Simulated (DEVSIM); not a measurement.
Device: In0.53Ga0.47As p-n junction from an implanted or diffused profile, at 300 K.

| layer (left to right) | material | thickness (μm) | Nd (cm⁻³) | τn (s) | τp (s) |
|---|---|---|---|---|---|
| 1 | In0.53Ga0.47As | 29.0 | 1.3e16 | 6.4e-8 | 6.4e-8 |

Added acceptor profile: 4.3e17 cm⁻³ × exp(−(x − 0.076 μm)²/(2·(0.045 μm)²)). Left contact: ohmic. Right contact: ohmic. Voltage is applied to the left contact. Recombination: SRH at mid-gap, radiative. Mobility is constant in doping.

The device is made up for the run: typed textbook-type constants, with dimensions and the other settings drawn at random. Values at 300 K.

```csv
parameter,In0.53Ga0.47As
gap (eV),0.74
affinity (eV),4.51
permittivity,13.9
Nc (cm⁻³),2.1e17
Nv (cm⁻³),7.7e18
μn (cm²/Vs),12000
μp (cm²/Vs),300
B (cm³/s),9.6e-11
```

Simulated with DEVSIM: 1D drift-diffusion, Boltzmann statistics, complete ionisation; no tunnelling, impact ionisation, image-force lowering or self-heating.

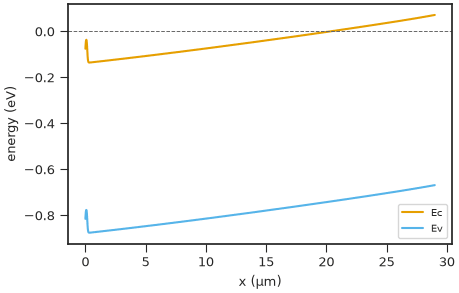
Figure. Band edges at 0.7 V on the left contact

Energies count from the Fermi level of the right contact; mesh points crowd at the junctions.

| x (μm) | Ec (eV) | Ev (eV) | n (cm⁻³) | p (cm⁻³) | field (V/cm) |
|---|---|---|---|---|---|
| 0.000 | -0.075 | -0.815 | 6600000 | 9.0e16 | 9100 |
| 0.02223 | -0.056 | -0.796 | 6.8e13 | 1.9e17 | 7400 |
| 0.04725 | -0.042 | -0.782 | 1.2e14 | 3.3e17 | 4000 |
| 0.07541 | -0.036 | -0.776 | 2.1e14 | 4.1e17 | 85 |
| 0.1185 | -0.048 | -0.788 | 6.0e14 | 2.5e17 | -5900 |
| 0.1543 | -0.078 | -0.818 | 2.1e15 | 8.1e16 | -9800 |
| 0.1903 | -0.110 | -0.850 | 7.9e15 | 2.3e16 | -7300 |
| 0.2398 | -0.131 | -0.871 | 1.8e16 | 1.0e16 | -1700 |
| 0.2776 | -0.134 | -0.874 | 2.1e16 | 8.8e15 | -380 |
| 0.3335 | -0.135 | -0.875 | 2.1e16 | 8.5e15 | ≈ 0 |
| 0.4690 | -0.134 | -0.874 | 2.1e16 | 8.4e15 | 58 |
| 0.9808 | -0.131 | -0.871 | 2.1e16 | 8.1e15 | 59 |
| 2.017 | -0.125 | -0.865 | 2.1e16 | 7.5e15 | 60 |
| 4.494 | -0.110 | -0.850 | 1.9e16 | 6.3e15 | 63 |
| 13.85 | -0.047 | -0.787 | 1.6e16 | 3.4e15 | 71 |
| 22.33 | 0.016 | -0.724 | 1.5e16 | 1.9e15 | 78 |
| 26.06 | 0.046 | -0.694 | 1.4e16 | 1.1e15 | 84 |
| 27.77 | 0.060 | -0.680 | 1.4e16 | 5.9e14 | 89 |
| 28.62 | 0.068 | -0.672 | 1.3e16 | 2.1e14 | 94 |
| 28.85 | 0.071 | -0.669 | 1.3e16 | 8.4e13 | 96 |
| 28.95 | 0.071 | -0.669 | 1.3e16 | 2.8e13 | 97 |
| 29.00 | 0.072 | -0.668 | 1.3e16 | 4.6e7 | 97 |
